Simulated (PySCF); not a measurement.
C5H9BCl2Si

The calculation's input:

```
{"job": {"kind": "nmr", "xc": "PBE0", "basis": "pcSseg-1"}, "charge": 0, "multiplicity": 1}
C     -2.241704     0.936727     0.673264
C     -1.748262    -0.015872    -0.315836
C     -1.712255    -1.141774    -0.938447
C     -0.733023    -0.081383    -1.470234
B      0.781400    -0.205657    -1.218413
Cl     1.866041     0.478375    -2.375501
C      1.397610    -0.930157     0.038522
Si     2.366069     0.231118     1.198634
Cl     1.107955     1.594505     1.998011
H     -2.637386     1.819505     0.170550
H     -1.424525     1.259374     1.317826
H     -3.026695     0.486088     1.278186
H     -2.021582    -2.138205    -1.123510
H     -1.050397     0.422703    -2.386281
H      0.627524    -1.449173     0.612718
H      2.114882    -1.686140    -0.284240
H      2.913411    -0.541881     2.314635
H      3.412179     0.968164     0.498460
```

Launched as:

```sh
OMP_NUM_THREADS=1 python probes_run.py task.json out
```

Geometry: GFN2-xTB.

Theory: PySCF, PBE0/pcSseg-1, SCF density, gas phase, non-relativistic.

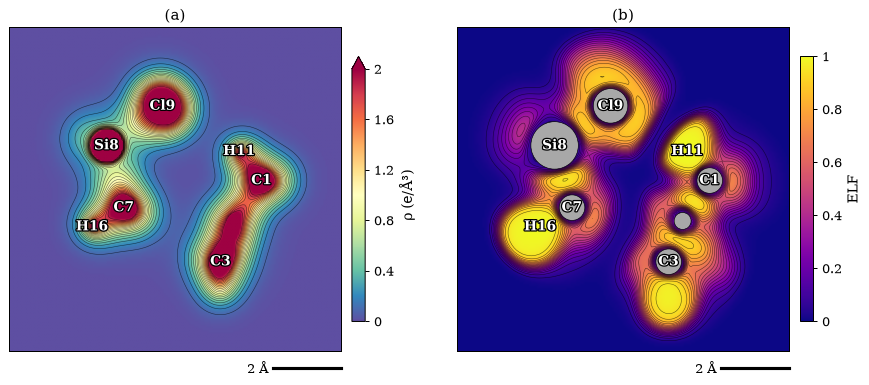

Figure 1. (a) electron density; (b) ELF on the plane of atoms C7, Si8 and Cl9. Grey discs cover the atomic cores in the ELF map.

Question: Describe what can be read from this map.

Answer: The section cuts through C, Si, Cl and H sites.
C–Si (1.91 Å): the density is about 0.89 e/Å³ at the midpoint; the ELF peaks at about 0.95 between the atoms: a covalent bond.
Si–Cl (2.02 Å): the density is about 0.95 e/Å³ at the midpoint; the ELF peaks at about 0.90 between the atoms, as expected for a polar covalent bond.
The ELF also peaks beside Cl9, away from the bonds: lone-pair regions.

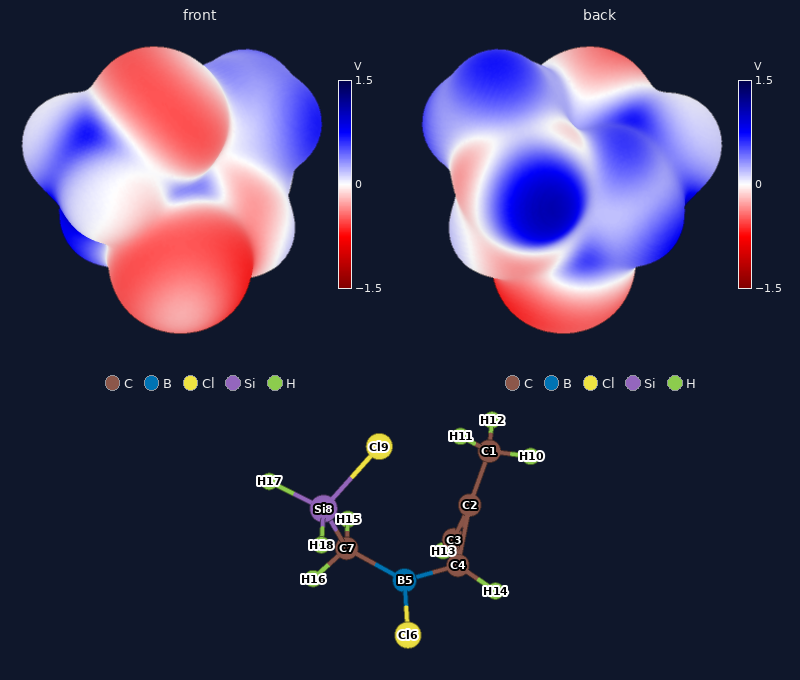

Figure 2. The electrostatic potential painted on the density surface at 0.001 e/bohr³, seen from the front and from behind; red is negative and blue positive. The bare structure is drawn below in the same view.

Question: Where is the surface potential most negative and most positive?

Answer: The most negative region (about −0.7 V, or −16 kcal/mol for a unit charge) lies over Cl6, the most positive (about +1.1 V, or +25 kcal/mol for a unit charge) over Si8 and H13.

Question: How polar is the molecule by this calculation?

Answer: Its dipole moment is 2.26 D.
